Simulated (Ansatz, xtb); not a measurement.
## Ligand exchange: CH4O + NaI → HOI + CH3Na

Species: CH4O `CO`, singlet; NaI (Sodium Iodide), singlet; HOI (hypoiodous acid) `OI`, singlet; CH3Na `[CH3][Na]`, singlet. The partners trade CH3 for I: O–CH3 and Na–I bonds give way to O–I and Na–CH3.

Shapes, held fixed at every level: PBE0-D4/def2-TZVP. Programs: Ansatz 0.2.0, xtb 6.7.1. The zero-point and thermal change to 298 K, harmonic and unscaled (PBE0-D4/def2-TZVP), is -15.9 kJ/mol.

| level | kind | ΔH(298 K) (kJ/mol) | less CCSD(T)/def2-TZVPP | CPU time (sum over the molecules) |
| --- | --- | --- | --- | --- |
| GFN2-xTB | semi-empirical | +381.7 | +38.0 | 0.2 s |
| PBE-D4/def2-TZVPP | GGA | +311.1 | -32.6 | 8.1 s |
| r2SCAN-D4/def2-TZVPP | meta-GGA | +347.1 | +3.4 | 15 s |
| B3LYP-D4/def2-TZVPP | global hybrid | +328.4 | -15.3 | 9.6 s |
| wB97M-V/def2-TZVPP | range-separated hybrid | +342.0 | -1.7 | 28 s |
| B2PLYP/def2-TZVPP | double hybrid | +338.5 | -5.2 | 13 s |
| MP2/def2-TZVPP | perturbation theory | +352.3 | +8.6 | – |
| CCSD(T)/def2-TZVPP | coupled cluster or CI | +343.7 | 0.0 | 31 s |

The highest level, CCSD(T)/def2-TZVPP, gives ΔH(298 K) = +343.7 kJ/mol; the levels span +311.1 to +381.7. The column of differences is taken from that level and isn't an error. No measured value is set beside it here. For atoms past krypton def2 sets carry core potentials with scalar relativity. Outer-core shells of I, Na are correlated, in sets that cover them unevenly. Times are processor times on shared x86 and Arm servers, and rough.

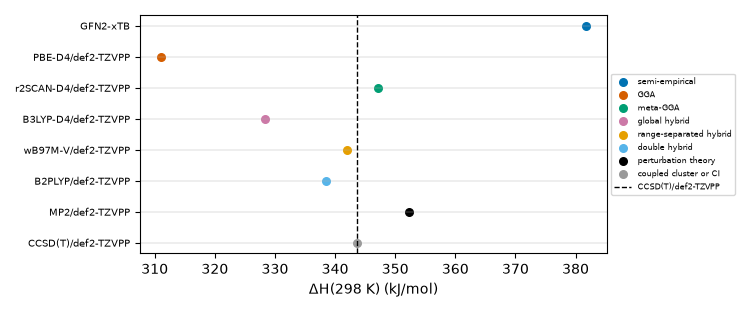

The values of the table, level by level.
